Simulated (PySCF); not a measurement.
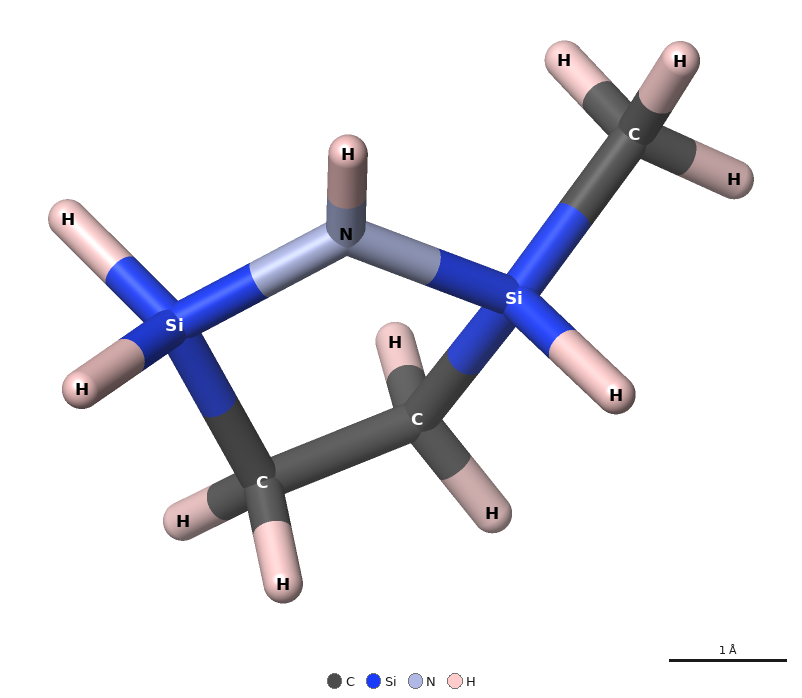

A stick model of a molecule. Every bond is drawn as one stick, whatever its order.

> Count the atoms of each element.

C₃H₁₁NSi₂, 17 atoms: 3 carbon, 11 hydrogen, 1 nitrogen and 2 silicon.

> Which point group does it belong to?

C1.

> Name functional groups in it.

Among them: Si–H bond, Si–N bond.

> Count the bonded pairs by element.

7 C–H, 3 C–Si, 3 Si–H, 2 N–Si, 1 C–C, 1 N–H.

> Write the SMILES.

C[Si@@H]1CC[SiH2]N1

The parts below concern this one geometry. Atoms keep their numbers from picture to picture. The geometry was computed by an optimisation with PBE0-D3(BJ)/def2-SVP. No frequency run is at hand to confirm it as a minimum.

**Electronic properties**

No frequency run is at hand to confirm it as a minimum. Method: B3LYP/def2-TZVP, gas phase (PySCF 2.14.0).

Computed properties:

- dipole moment: 0.71 D
- HOMO energy (Kohn–Sham orbital): −6.87 eV
- LUMO energy (Kohn–Sham orbital): 0.30 eV
- HOMO–LUMO gap: 7.17 eV

**Spin–spin coupling**

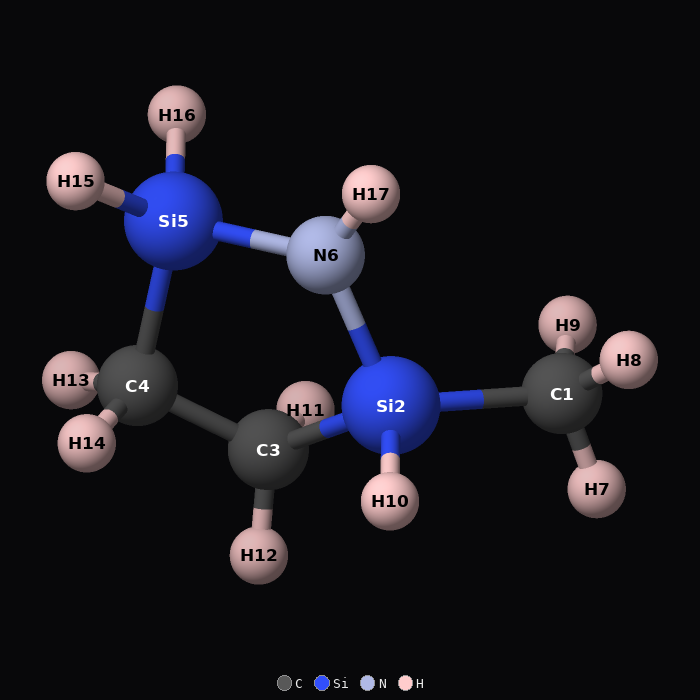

No frequency run is at hand to confirm it as a minimum. Method: B3LYP/6-31G* indirect spin-spin coupling, non-relativistic, gas phase (PySCF 2.14.0). Isotopes: 13C, 1H, 15N, 29Si.

Give the spin–spin coupling constants of these pairs, with the number of bonds between them: Si2/Si5, Si2/H17, Si2/H12, Si2/H7, C3/N6, Si5/H13, Si5/H14, N6/H15, Si2/H16, Si2/H15, N6/H12, N6/H13.

```tsv
pair	bonds apart	J (Hz)
Si2, Si5	2	7.3
Si2, H17	2	−1.2
Si2, H12	2	2.2
Si2, H7	2	3.0
C3, N6	2	−3.4
Si5, H13	2	2.1
Si5, H14	2	7.3
N6, H15	2	−3.7
Si2, H16	3	−1.0
Si2, H15	3	−3.4
N6, H12	3	−2.1
N6, H13	3	−1.9
```

**Quadrupole coupling**

No frequency run is at hand to confirm it as a minimum. Electric field gradients from the ground-state density, B3LYP/def2-TZVP (PySCF 2.14.0), non-relativistic apart from any core potentials.

Give the largest field-gradient component, the quadrupole coupling constant and the asymmetry for 14N at N6 (Q = 20.44 mb).

```csv
atom,V_zz (a.u.),e²qQ/h (MHz),η
N6,−0.680,−3.26,0.52
```
